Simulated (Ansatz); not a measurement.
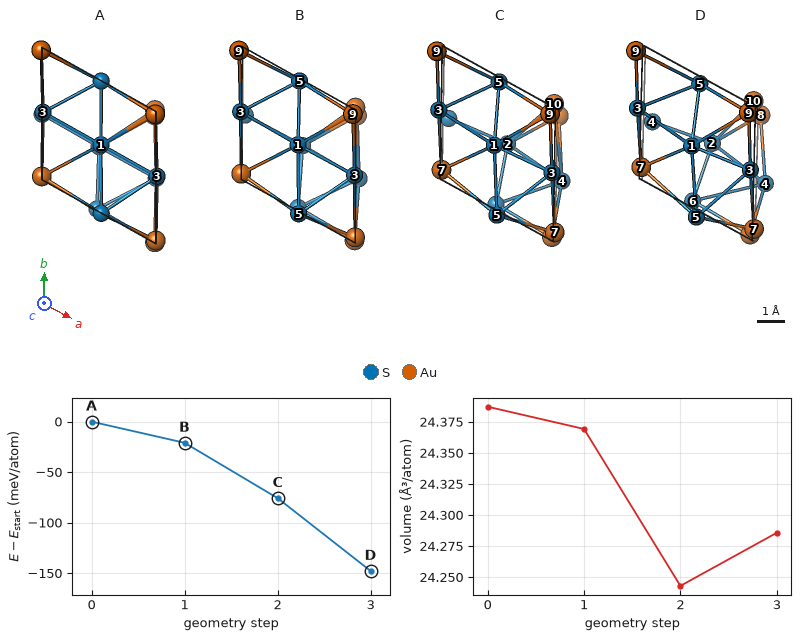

Frames of a relaxation of a crystal of Au₂S₃ (a generated structure, set up in P1) (coarse preliminary run), marked on the history of the run. A ball-and-stick model of the cell of the calculation, reduced to other axes, seen along the c axis. Lengths and directions refer to the drawn axes.

Level of theory: DFT PBE, scalar-relativistic, plane waves, PAW (Ansatz). Set-up: plane-wave cutoff 420 eV; k-point mesh 6 × 6 × 2; occupations gaussian; smearing width 0.2 eV; no spin polarisation; cell and atoms relaxed; force threshold 0.025 eV/Å; at most 60 steps.

What happens along the run?

Answer. The run was cut off at its time limit before the relaxation converged, so the last structure is only a point on the way. The energy falls by 148 meV per atom in 3 geometry steps. Largest force component: 0.44 eV/Å at the start, 2 eV/Å at the end. Pressure: 0.24 GPa at the start and 1.17 GPa at the end. The atom that moves furthest relative to the cell is S2 (0.50 Å roughly along [2 1 0]). By element the largest moves are S 0.50 Å, Au 0.33 Å. The drawn cell changes as follows: a 5.002 → 4.921 Å (−1.6 %), b 5.057 → 5.104 Å (+0.9 %), c 11.065 → 10.888 Å (−1.6 %), α 90.5° → 90.1°, β 91.7° → 92.9°, γ 119.3° → 117.2°; the volume changes by −0.4 %. Among the contacts that change: S1–Au7 2.961 → 3.537 Å, S4–Au10 2.993 → 3.528 Å, S6–Au8 3.069 → 3.588 Å, S2–Au10 2.984 → 3.474 Å. Bond angles that change, for instance: S4–S2–S6 117.7° → 90.7°, S2–S4–Au10 67.0° → 88.3°, S1–S5–Au7 69.3° → 90.6°. The space group stays P1 (No. 1). From step 0 to 1: S2 moves most (0.14 Å), energy −21.0 meV per atom. From step 1 to 2: S2 moves most (0.20 Å), volume −0.5 %, energy −54.7 meV per atom. From step 2 to 3: S4 moves most (0.19 Å), volume +0.2 %, energy −72.1 meV per atom.
